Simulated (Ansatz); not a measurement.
Nudged elastic band of C2H5FOSi (part 2 of 2)

The same run, continued: C2H5FOSi; RKS PBE-D4/def2-SVP (Ansatz 0.2.0). It belongs to a series of runs on one base structure; here: band between the two ends.

Geometry of the input (Å):
```
F  -2.6776  0.8564  0.3417
C  -1.5117  1.1321  0.9466
C  -0.3443  0.5717  0.5747
O  -0.2510  -0.3210  -0.4481
Si 1.1716  -1.0817  -0.9607
H  -1.5842  1.8553  1.7737
H  0.5721  0.8528  1.1256
H  0.7568  -1.9680  -2.0912
H  1.7721  -1.8871  0.1612
H  2.1794  -0.0617  -1.4207
```

Log, continued
```
NEB iter  38: max|band force component| = 5.882e-2 eV/Å  barrier→ = 2.8190 eV  barrier← = 0.6151 eV  CI = image 5  Δτ_max = 0.1000 Å  (273 SCF iters)
the calculation of the forces begins
reference -14774.75966277 eV, -542.9624029151 hartree; 24, 24 occupied and 75, 75 virtual orbitals, 1093 factors
1093 factors; their error is unknown
mean field -14774.18128562 eV, -542.9411479467 hartree, gradient 1.0e-5 eV, S^2 0.000000; 1 other end points of the search recorded, 0 dependent functions left out
the calculation of the forces begins
reference -14774.18131793 eV, -542.9411491340 hartree; 24, 24 occupied and 75, 75 virtual orbitals, 1093 factors
NEB iter  39: max|band force component| = 4.866e-2 eV/Å  barrier→ = 2.8181 eV  barrier← = 0.6143 eV  CI = image 5  Δτ_max = 0.0000 Å  (540 SCF iters)
```

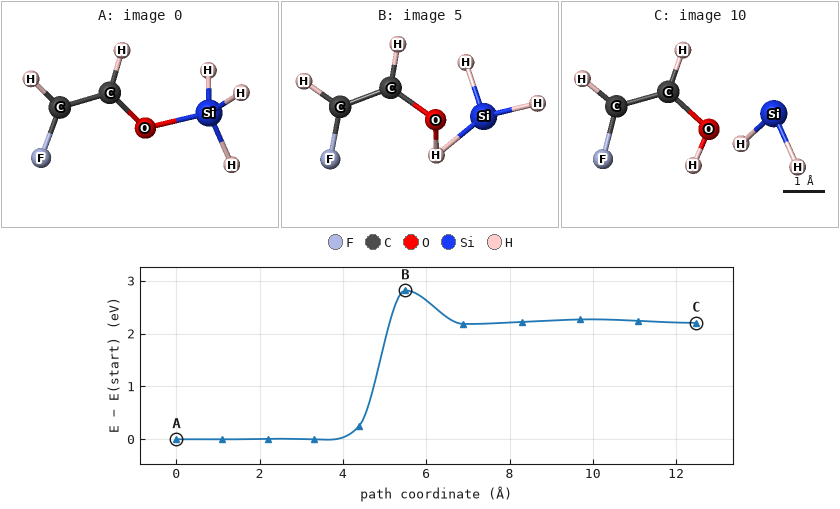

*Images of the last band (counted from 0; ball-and-stick, seen at a tilt) above the energy along the path; the line is a cubic interpolation that uses the forces.*

The highest image is number 5, 2.818 eV above the start and 0.614 eV above the end (the climbing image); the end lies 2.204 eV above the start. The path is 12.48 Å long. The band converged in 39 iterations.

```
Total energy: -14774.36925198 eV, -542.9480555831 hartree
Atom 0 at    -1.496190     1.939096    -0.271362 Å, force    -0.001784     0.001290    -0.018772 eV/Å
Atom 1 at    -1.068680     1.267427     0.810359 Å, force     0.007077     0.001498     0.030565 eV/Å
Atom 2 at    -0.555036     0.026075     0.721067 Å, force     0.011736    -0.016519    -0.027067 eV/Å
Atom 3 at    -0.450520    -0.667204    -0.458804 Å, force    -0.021043    -0.011314     0.014333 eV/Å
Atom 4 at     1.369272    -0.897594    -1.272858 Å, force     0.013079     0.005693    -0.004238 eV/Å
Atom 5 at    -1.178940     1.810180     1.761574 Å, force    -0.001965     0.003443    -0.004890 eV/Å
Atom 6 at    -0.171207    -0.491519     1.616837 Å, force    -0.003291     0.004950     0.007834 eV/Å
Atom 7 at     1.438939    -2.409054    -1.413394 Å, force    -0.001185     0.000792     0.000444 eV/Å
Atom 8 at     2.225908    -0.630325    -0.044599 Å, force    -0.000859    -0.002165    -0.000010 eV/Å
Atom 9 at    -0.030347     0.001718    -1.445917 Å, force    -0.001764     0.012333     0.001801 eV/Å
Dipole moment:     0.080317     0.026016     0.339139 e Å
this run last wrote the band of iteration 39 to [file]
```

The last band as extended XYZ (Å, eV, eV/Å)
```
10
Properties=species:S:1:pos:R:3:forces:R:3 image=0 energy=-14777.18737
F    -2.6776    0.8564    0.3417    0.0086   0.0058   0.0080
C    -1.5117    1.1321    0.9466   -0.0148  -0.0035  -0.0081
C    -0.3443    0.5717    0.5747    0.0127  -0.0049  -0.0047
O    -0.2510   -0.3210   -0.4481   -0.0149  -0.0035  -0.0041
Si    1.1716   -1.0817   -0.9607    0.0069   0.0021   0.0042
H    -1.5842    1.8553    1.7737    0.0056  -0.0012   0.0005
H     0.5721    0.8528    1.1256   -0.0030   0.0036   0.0030
H     0.7568   -1.9680   -2.0912    0.0025   0.0008   0.0012
H     1.7721   -1.8871    0.1612   -0.0017  -0.0008  -0.0001
H     2.1794   -0.0617   -1.4207   -0.0019   0.0016   0.0001
10
Properties=species:S:1:pos:R:3:forces:R:3 image=1 energy=-14777.19007
F    -2.4972    1.2554    0.0475   -0.0014  -0.0005   0.0006
C    -1.4635    1.1888    0.9002    0.0009   0.0005   0.0005
C    -0.4004    0.3854    0.7032    0.0012   0.0021  -0.0005
O    -0.2971   -0.4597   -0.3594   -0.0030  -0.0018  -0.0008
Si    1.1649   -1.0310   -0.9950    0.0017   0.0011   0.0001
H    -1.5556    1.8392    1.7840   -0.0009  -0.0003   0.0002
H     0.4096    0.3876    1.4567    0.0011   0.0000  -0.0008
H     0.7911   -2.1500   -1.9140   -0.0001   0.0002  -0.0003
H     2.0443   -1.5208    0.1264   -0.0006  -0.0008   0.0004
H     1.8871    0.0540   -1.7467    0.0010  -0.0006   0.0006
10
Properties=species:S:1:pos:R:3:forces:R:3 image=2 energy=-14777.17776
F    -2.1249    1.4375   -0.2447   -0.0150  -0.0010  -0.0011
C    -1.3245    1.2290    0.8109    0.0132   0.0001  -0.0012
C    -0.4458    0.2106    0.8713    0.0056   0.0044  -0.0008
O    -0.3281   -0.7346   -0.1061   -0.0040   0.0045   0.0013
Si    1.0929   -0.9953   -0.9920    0.0029  -0.0027  -0.0025
H    -1.4517    1.9535    1.6310   -0.0054  -0.0028   0.0009
H     0.1873    0.1034    1.7722    0.0021   0.0000  -0.0004
H     0.8279   -2.2166   -1.8145   -0.0024   0.0008  -0.0012
H     2.2501   -1.2245   -0.0544   -0.0015  -0.0032   0.0022
H     1.4002    0.1858   -1.8708    0.0045   0.0000   0.0027
10
Properties=species:S:1:pos:R:3:forces:R:3 image=3 energy=-14777.18690
F    -1.6533    1.4454   -0.4870    0.0444  -0.0273  -0.0300
C    -1.1564    1.1918    0.7352   -0.0166  -0.0053   0.0059
C    -0.4728    0.0699    1.0320   -0.0187   0.0030   0.0191
O    -0.2394   -0.9555    0.1601    0.0178   0.0358   0.0005
Si    1.0026   -0.9187   -0.9970   -0.0023  -0.0141  -0.0118
H    -1.3625    1.9775    1.4788   -0.0005   0.0018   0.0116
H    -0.1069   -0.0671    2.0658    0.0045  -0.0104   0.0025
H     0.8570   -2.1937   -1.7677   -0.0099   0.0023   0.0033
H     2.3442   -0.8728   -0.3135   -0.0070   0.0077  -0.0036
H     0.8707    0.2720   -1.9036   -0.0117   0.0064   0.0025
10
Properties=species:S:1:pos:R:3:forces:R:3 image=4 energy=-14776.93103
F    -1.5049    1.8101   -0.3276    0.0199  -0.1225  -0.0337
C    -1.0646    1.2244    0.7985    0.0050  -0.0662  -0.0089
C    -0.5617   -0.0248    0.8699   -0.0286  -0.0463   0.1882
O    -0.4410   -0.9334   -0.1373    0.0413  -0.2972   0.3386
Si    1.0066   -0.9087   -1.0378   -0.4279  -0.0011   0.2690
H    -1.1634    1.8496    1.7012    0.0122   0.0202  -0.0354
H    -0.2054   -0.3746    1.8525   -0.0600   0.0753   0.2551
H     1.3152   -2.2980   -1.5293   -0.1706   0.1514  -0.1721
H     2.1687   -0.4938   -0.1673   -0.0776   0.1295  -0.1241
H     0.5336    0.0980   -2.0199    0.6863   0.1570  -0.6766
10
Properties=species:S:1:pos:R:3:forces:R:3 image=6 energy=-14775.00395
F    -1.5156    1.9745   -0.1423    0.0124  -0.0174  -0.0222
C    -1.0962    1.1498    0.8430    0.0096   0.0280   0.0259
C    -0.4564    0.0119    0.5354    0.0210  -0.0481  -0.0200
O    -0.2142   -0.3694   -0.7750    0.0068   0.0446  -0.0480
Si    1.6291   -1.1475   -1.4215    0.0130  -0.0019   0.0414
H    -1.3220    1.4886    1.8635    0.0013  -0.0014   0.0003
H    -0.0681   -0.7052    1.2686   -0.0188   0.0003   0.0072
H     1.3249   -2.3809   -0.5411    0.0023  -0.0209  -0.0010
H     2.3063   -0.4110   -0.2369    0.0081   0.0125  -0.0124
H    -0.5045    0.3381   -1.3909   -0.0557   0.0042   0.0289
10
Properties=species:S:1:pos:R:3:forces:R:3 image=7 energy=-14774.96605
F    -1.9673    1.5405   -0.2040   -0.0012   0.0105   0.0032
C    -1.1635    1.2052    0.8318   -0.0130   0.0067  -0.0229
C    -0.2893    0.1981    0.6829    0.0234  -0.0254   0.0078
O    -0.1913   -0.5113   -0.5013   -0.0122   0.0018  -0.0014
Si    1.6732   -0.8689   -1.4754   -0.0015   0.0089  -0.0145
H    -1.3076    1.7967    1.7460    0.0066  -0.0071   0.0072
H     0.4144   -0.1373    1.4543   -0.0038  -0.0093  -0.0006
H     1.4204   -2.3849   -1.3106    0.0031  -0.0105   0.0267
H     2.3170   -0.7593   -0.0706    0.0013   0.0112  -0.0027
H    -0.8228   -0.1299   -1.1500   -0.0026   0.0133  -0.0027
10
Properties=species:S:1:pos:R:3:forces:R:3 image=8 energy=-14774.91954
F    -2.2191    1.0939   -0.1281   -0.0084   0.0095   0.0027
C    -1.2437    1.2243    0.7997    0.0012  -0.0067  -0.0121
C    -0.1725    0.4189    0.7415    0.0012   0.0030   0.0081
O    -0.0403   -0.5536   -0.2309   -0.0050  -0.0004   0.0014
Si    1.7813   -0.7181   -1.3681    0.0058   0.0040  -0.0086
H    -1.4200    1.9978    1.5595    0.0018  -0.0028   0.0031
H     0.6679    0.4596    1.4457    0.0029  -0.0118  -0.0038
H     1.1757   -2.0525   -1.8728   -0.0039  -0.0079   0.0085
H     2.3729   -1.4113   -0.1151    0.0045   0.0088   0.0048
H    -0.8190   -0.5100   -0.8285   -0.0002   0.0043  -0.0040
10
Properties=species:S:1:pos:R:3:forces:R:3 image=9 energy=-14774.94539
F    -2.3476    0.6446    0.1028    0.0040  -0.0077   0.0069
C    -1.3165    1.1928    0.7850   -0.0117   0.0004  -0.0042
C    -0.0992    0.6353    0.7076    0.0073  -0.0058  -0.0068
O     0.1458   -0.5036   -0.0320    0.0020   0.0109   0.0287
Si    1.9453   -0.7713   -1.1440    0.0092  -0.0020  -0.0015
H    -1.5664    2.0826    1.3787   -0.0034   0.0024  -0.0052
H     0.7913    1.0258    1.2154   -0.0014   0.0166  -0.0027
H     1.0214   -1.5006   -2.1553   -0.0028   0.0210  -0.0128
H     2.1749   -2.0758   -0.3471   -0.0065  -0.0277   0.0001
H    -0.6658   -0.7809   -0.5082    0.0032  -0.0081  -0.0026
10
Properties=species:S:1:pos:R:3:forces:R:3 image=10 energy=-14774.98347
F    -2.3020    0.2975    0.3024    0.0036   0.0030  -0.0009
C    -1.3149    1.1369    0.6902    0.0057  -0.0061  -0.0005
C    -0.0416    0.7158    0.6645   -0.0098  -0.0011  -0.0016
O     0.2984   -0.5643    0.2691   -0.0078   0.0120   0.0063
Si    2.0075   -0.8850   -0.9323   -0.0027   0.0006  -0.0056
H    -1.6472    2.1327    1.0140    0.0033  -0.0029   0.0006
H     0.8250    1.3291    0.9435   -0.0001  -0.0019  -0.0014
H     1.0668   -0.7834   -2.1630    0.0025   0.0008   0.0023
H     1.6954   -2.3892   -0.7506    0.0008  -0.0030   0.0012
H    -0.5042   -1.0413   -0.0350    0.0044  -0.0014  -0.0004
```

Key numbers

```json
{"quantity": "outcome", "value": "converged"}
{"quantity": "barrier, forward", "value": "2.818 eV"}
{"quantity": "barrier, backward", "value": "0.614 eV"}
{"quantity": "wall time", "value": "7.7 min (CPU time 15 min)"}
{"quantity": "peak memory", "value": "0.13 GiB"}
```

Notes

The order of the saddle point was not checked.
